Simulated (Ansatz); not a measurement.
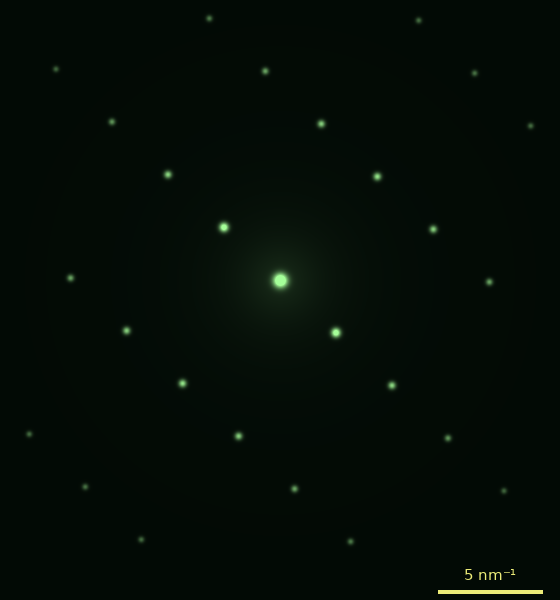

Simulated selected-area electron diffraction pattern (200 kV, kinematic approximation, thin crystal, B = 1 Å² for all atoms).

It belongs to Cd, space group P6_3/mmc (No. 194), a = 2.921 Å, c = 5.393 Å (hexagonal axes). Structure: the end point of a relaxation with DFT LDA, scalar-relativistic, plane waves, PAW in Ansatz.

Q: Which low-index zone axis gives this pattern?

A: The spots form a rectangular net whose two shortest vectors correspond to d = 2.70 Å and 1.46 Å, 90.0° apart. They index as 0 0 2 and 1 -2 0, so the zone axis is [210] (or an equivalent direction of <210>).

Q: Which reflections of this zone are missing, and why?

A: A glide plane extinguishes reflections such as 1 -2 -1, 1 -2 1, 1 -2 -3; a screw axis and a glide plane both extinguish reflections such as 0 0 1, 0 0 3, 0 0 5.

Q: List the strongest reflections.

A: Strongest reflections with d > 0.80 Å, one of each family (|F|² from tabulated Gaussian fits of the electron scattering factors, times a small damping for the curvature of the Ewald sphere):

```tsv
hkl	d (Å)	I (strongest = 100)
0 0 2	2.697	100
1 -2 0	1.460	31
0 0 4	1.348	25
1 -2 2	1.284	22
1 -2 4	0.991	9
0 0 6	0.899	6
```
